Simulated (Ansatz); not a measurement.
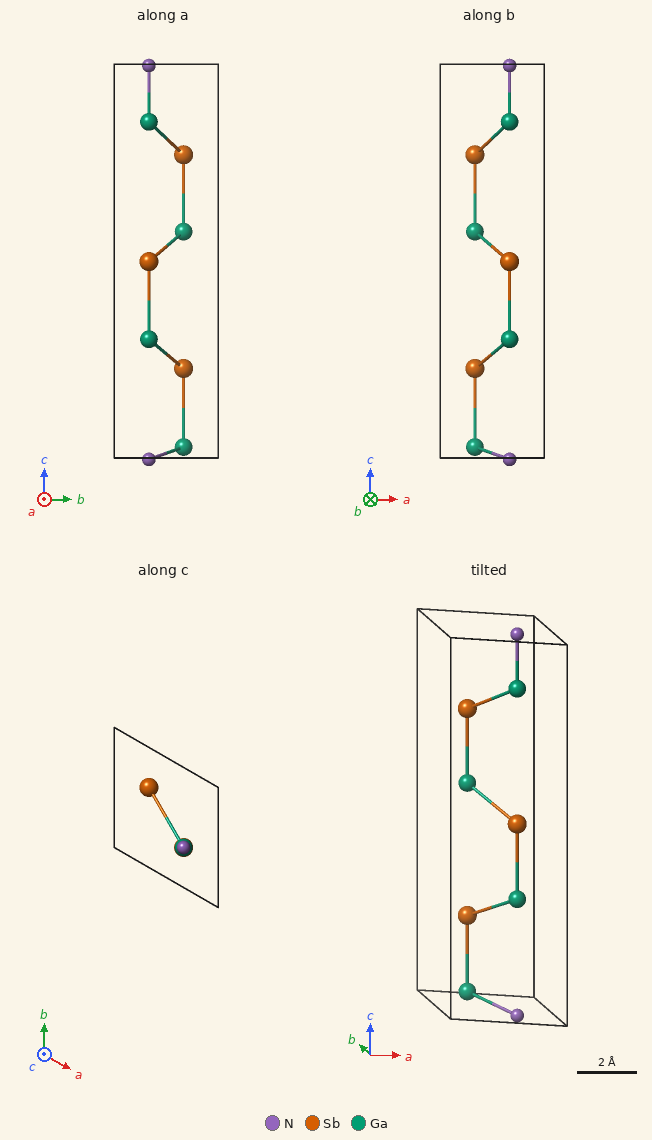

Crystal structure, ball-and-stick style, seen along the a axis, along the b axis, along the c axis and slightly off an axis. Thin lines show the conventional unit cell, with boundary atoms drawn in all their periodic places.

Lattice parameters: a = 4.097 Å, b = 4.097 Å, c = 13.436 Å, α = 90.00°, β = 90.00°, γ = 120.00°. Put a along x and b in the xy plane.

### Give the atomic positions as a POSCAR file, with free fractional coordinates to two decimals.

```
N Sb Ga
1.0
     4.097    0.000    0.000
    -2.048    3.548    0.000
     0.000    0.000   13.436
N Sb Ga
1 3 4
Direct
  0.6667 0.3333 0.00
  0.6667 0.3333 0.50
  0.3333 0.6667 0.77
  0.3333 0.6667 0.23
  0.6667 0.3333 0.85
  0.6667 0.3333 0.30
  0.3333 0.6667 0.57
  0.3333 0.6667 0.03
```

The structure comes from a structure type filled with these elements by a generator (whether the compound takes this form wasn't checked). Relaxation method: DFT, r2SCAN, plane waves, PAW (Ansatz).
